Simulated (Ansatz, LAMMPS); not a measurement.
# Gap against volume in amorphous poly(vinylidene fluoride) (as short chains C12F10H16), from a frame at 300 K, (114 atoms)

Density of this cell: 1.46 g/cm³. The cell holds 114 atoms: 36 C, 30 F and 48 H. Cell: a = 11.462 Å, b = 10.305 Å, c = 10.124 Å, α = 86.8°, β = 87.3°, γ = 87.8°. The starting structure: 3 poly(vinylidene fluoride) chains of 5 units with methyl end groups placed at random, at 1.6 g/cm³; overlaps pushed apart, then 20 ps at 800 K with MMFF94 bonds, angles, torsions, charges and radii (Halgren, J. Comput. Chem. 17, 490 (1996)) in harmonic and 12-6 forms. Snapshot after 30 ps at 300 K and fixed volume.

Calculated with Ansatz 0.2.0: Kohn-Sham DFT, PBE+D4, PAW (set soft_2), plane waves; cutoff 420 eV, Γ point, fixed occupations. The relaxed cell was scaled evenly and the atoms were relaxed at each volume. The gap is that between the highest filled and the lowest empty Kohn-Sham level on the run's k-points.

| volume (Å³/atom) | gap (eV) |
| --- | --- |
| 9.4102 | 6.610 |
| 9.8284 | 6.536 |
| 10.142 | ? |
| 10.456 | 6.449 |
| 10.769 | 6.408 |
| 11.083 | 6.365 |

**Question.** Fit a straight line in ln V to the rows given and interpolate to the withheld row.

**Working.**

A volume deformation potential makes the spacing linear in u = ln(V/V0), with V0 = 10.456 Å³ the relaxed volume; v is the spacing.

```
u = ln(V/V0)  v (eV)
   -0.105360  6.6101
  -0.0618756  6.5363
           0  6.4486
   0.0295591  6.4076
   0.0582694  6.3648
```

With n = 5: mean u = -0.0158813, mean v = 6.47348, Σ(u − ū)² = 0.017937, Σ(u − ū)(v − v̄) = -0.026561. Slope b = -0.026561 / 0.017937 = -1.4808; intercept a = v̄ − b ū = 6.4500.

At the withheld volume u = -0.03046, and v = a + b u.

Prediction at 10.142: 6.495 eV. The run gave 6.489 eV, so the fit is high by 0.0056 eV (0.086 % of the value).

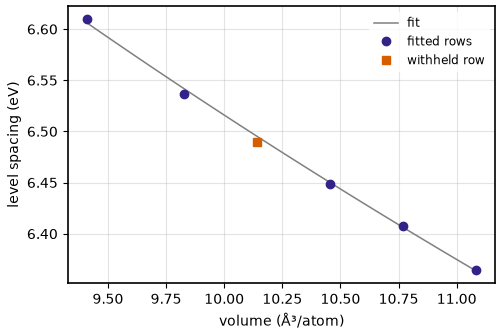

The fit, the rows that it rests on and the withheld row.

The slope, -1.48 eV, says that the spacing narrows on expansion. Among the rows given, the largest miss of the fit is at 9.8284, by 0.0053 eV (2.2 % of the range of the table).

Limits: The table spans 16 % in volume, wide for a linear law. Semilocal functionals tend to put gaps under measured ones. Only the Γ point is sampled. Defect or tail levels can set the spacing of a disordered cell.

[Logs are printed without paths, hosts, clocks, repeated set-up lines and the standing remarks that a program may print on its own settings, such as how far it seeks lower states.]

[Hosts, paths, dates, database ids (printed as entryN), source tags and the programs' standing remarks are cut or masked in the printed files.]

[The MMFF94 radii named for the starting cell were scaled by 0.96; in molecules described by MMFF94, hydrogen bound to N, O or S took a small fixed 12-6 site in their place.]
